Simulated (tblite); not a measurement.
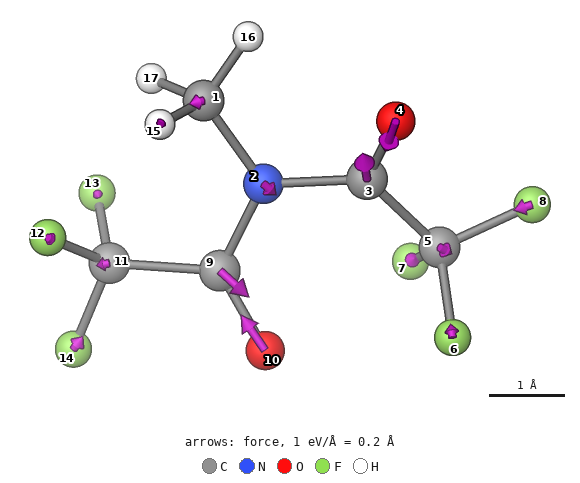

Starting geometry of C₅H₃F₆NO₂ with the computed forces as purple arrows. The picture is a ball-and-stick view, seen at a tilt.

Theory: GFN2-xTB geometry optimisation, gas phase in tblite. 

> What follows when this structure is relaxed?

It isn't relaxed: the largest force vector, on O4, is 3.48 eV/Å. The final displacements have little in common with the starting forces (cosine between the two patterns 0.22). O4 moves most after the best rigid fit: 0.35 Å. Largest moves by element: O 0.35 Å, H 0.21 Å, F 0.12 Å, C 0.09 Å, N 0.03 Å. Near-neighbour distances that change, for instance: C3–O4 1.241 → 1.196 Å, C9–O10 1.235 → 1.194 Å, C5–F8 1.373 → 1.334 Å, N2–C3 1.426 → 1.390 Å. Bond angles that change, for instance: N2–C1–H16 112.6° → 107.5°, C9–C11–F14 113.3° → 109.5°, N2–C3–O4 119.0° → 122.7°. Over 57 geometry steps the energy falls by 35.1 kJ/mol.
